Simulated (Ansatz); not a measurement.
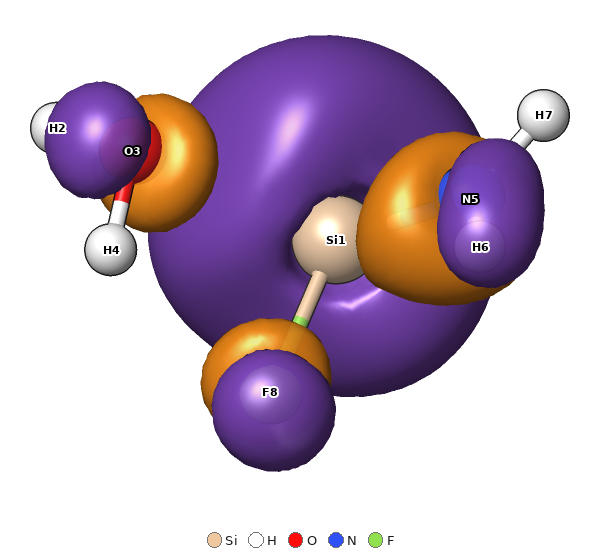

Figure 1: FH$_{2}$NSi···H$_{2}$O. The HOMO at ±0.1 Å⁻³ᐟ² (orange and purple are the two phases), seen across its widest extent.

All numbers below come from RKS PBE0-D4/def2-SVP in Ansatz 0.2.0.

The calculation's input:

```
crystal:
  periodic: [false, false, false]
  atoms:
    - { symbol: Si, position_ang: [-0.742582, 0.324986, 0.580597] }
    - { symbol: H, position_ang: [1.660865, -0.388234, 1.482812] }
    - { symbol: O, position_ang: [2.086314, -0.163163, 0.62518] }
    - { symbol: H, position_ang: [1.714027, -0.830337, 0.02842] }
    - { symbol: "N", position_ang: [-1.047553, 1.455804, -0.66676] }
    - { symbol: H, position_ang: [-0.949245, 1.249441, -1.658926] }
    - { symbol: H, position_ang: [-1.271434, 2.42798, -0.483062] }
    - { symbol: F, position_ang: [-0.463193, -1.005077, -0.382261] }
basis:
  gaussian: { orbitals: def2-SVP }
hamiltonian:
  xc: pbe0
  dispersion: d4
relax:
  f_tol: 0.03
  max_steps: 50
output:
  orbitals: {}
```

Command:

```sh
ansatz run input.yaml --threads 1 --pin off --max-ram 2048MiB --backend cpu --events-out ev --progress --plain --runs-dir out
```

The fields are those of the run's last geometry, not of the input's.

**Describe this orbital and give its energy.**

Its weight (Hirshfeld) is mainly on Si1 (about 75 %), N5 (about 10 %), F8 (about 5 %) and O3 (about 5 %). Its energy is −6.21 eV.
